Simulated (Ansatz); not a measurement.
**C$_{4}$H$_{7}$FOSi$_{2}$: density, localisation and related maps**

The calculation's input:

```
crystal:
  periodic: [false, false, false]
  atoms:
    - symbol: C
      position_ang: [0.107373, -2.149251, -0.632165]
    - symbol: C
      position_ang: [0.421303, -0.979004, -0.574729]
    - symbol: C
      position_ang: [0.786005, 0.428935, -0.466748]
    - symbol: C
      position_ang: [2.226916, 0.639292, 0.122037]
    - symbol: F
      position_ang: [2.217248, -0.732235, 2.698006]
    - symbol: O
      position_ang: [0.523820, 1.294249, 2.161022]
    - symbol: Si
      position_ang: [2.085327, 0.729820, 2.003661]
    - symbol: Si
      position_ang: [-0.410112, 1.332971, 0.758194]
    - symbol: H
      position_ang: [-0.166686, -3.185753, -0.686368]
    - symbol: H
      position_ang: [0.719381, 0.891511, -1.467365]
    - symbol: H
      position_ang: [2.922171, -0.133881, -0.240361]
    - symbol: H
      position_ang: [2.621208, 1.611601, -0.224261]
    - symbol: H
      position_ang: [3.045997, 1.611072, 2.703397]
    - symbol: H
      position_ang: [-0.641841, 2.747026, 0.345933]
    - symbol: H
      position_ang: [-1.703245, 0.632604, 0.951370]
basis:
  gaussian:
    orbitals: def2-SVPD
hamiltonian:
  xc: {name: PBE0}
output:
  forces: true
  orbitals: {seedname: orbitals}
```

Run with:

```sh
ansatz run input.yaml --threads 4 --pin off --max-ram 7830MiB --events-out events.jsonl --progress --plain --runs-dir runs
```

Geometry: B3LYP/def2-SVP.

The calculation used Ansatz 0.2.0, isolated molecule in a Gaussian basis; Kohn-Sham density functional theory, functional PBE0.

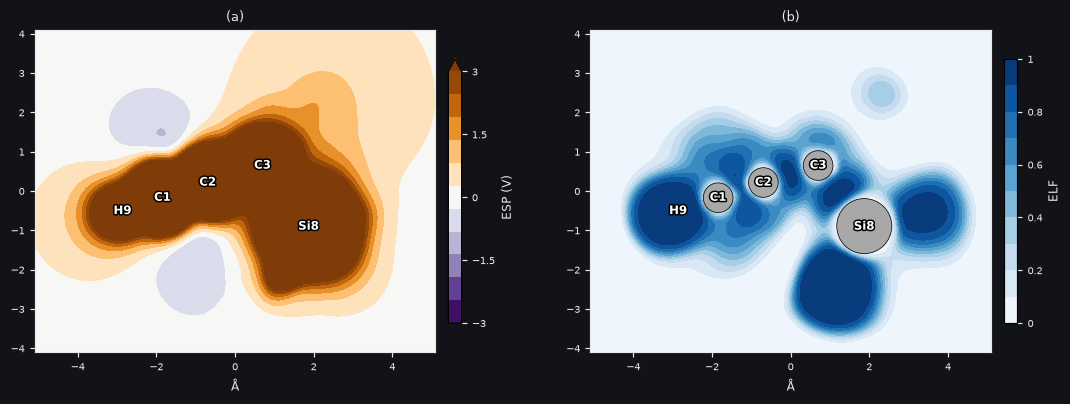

Figure 1. (a) electrostatic potential; (b) ELF on the plane of atoms C2, C3 and Si8. Grey discs cover the atomic cores in the ELF map.

### What does the map show?

- The plane passes through C, Si and H nuclei.
- C–C (1.21 Å): the ELF peaks at about 0.80 between the atoms (a short, multiple covalent bond).
- C–H (1.07 Å): the ELF climbs to about 1 towards the hydrogen, as it does in any bond to H: a covalent bond by its length.
- C–Si (1.94 Å): the ELF peaks at about 0.95 between the atoms, as expected for a shared electron pair.
- Outside the dense part of the molecule the potential is most negative (−0.8 V) near C1.

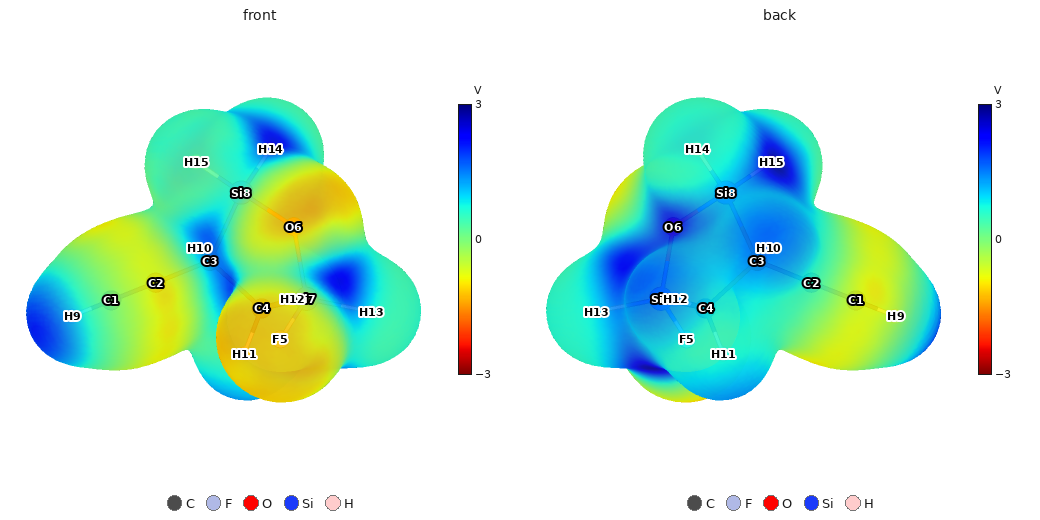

Figure 2. The electrostatic potential painted on the density surface at 0.004 e/bohr³, seen from the front and from behind; the colour scale runs from red (negative) to blue (positive).

### Which sites attract a positive test charge, and which a negative one?

A positive charge is drawn to the negative regions and a negative charge to the positive ones. The most negative region (about −1.3 V, or −30 kcal/mol for a unit charge) lies over F5 and O6, the most positive (about +2.6 V, or +60 kcal/mol for a unit charge) over Si7 and Si8.

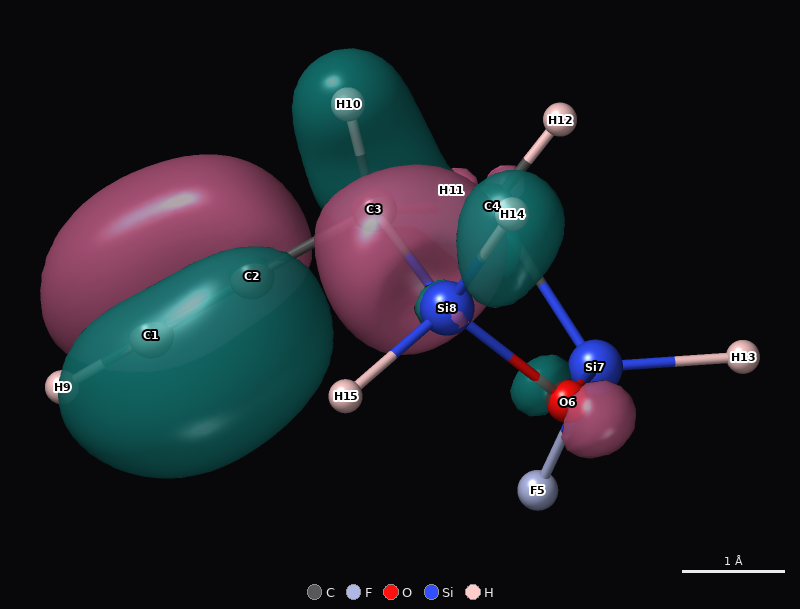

Figure 3. The HOMO at ±0.1 Å⁻³ᐟ² (teal and pink are the two phases), seen from one side.

### What is the character of this orbital?

Its weight (Hirshfeld) is mainly on C1 (about 40 %), C2 (about 25 %), C3 (about 10 %) and Si8 (about 10 %); π-bonding across C1–C2. Its energy is −7.52 eV.

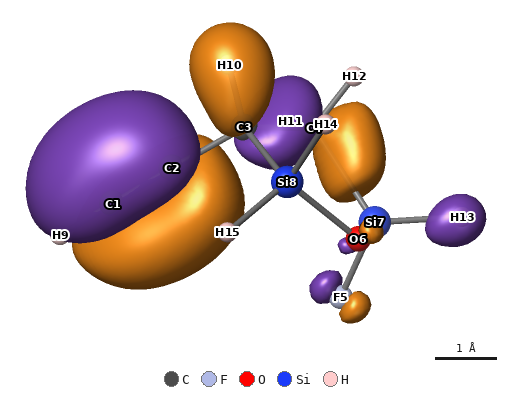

Figure 4. The HOMO−1 at ±0.08 Å⁻³ᐟ² (orange and purple are the two phases), seen from one side.

### Where does this orbital lie, and at what energy?

It lies mainly on C1 (about 40 %) and C2 (about 35 %); π-bonding across C1–C2. Its energy is −7.91 eV.
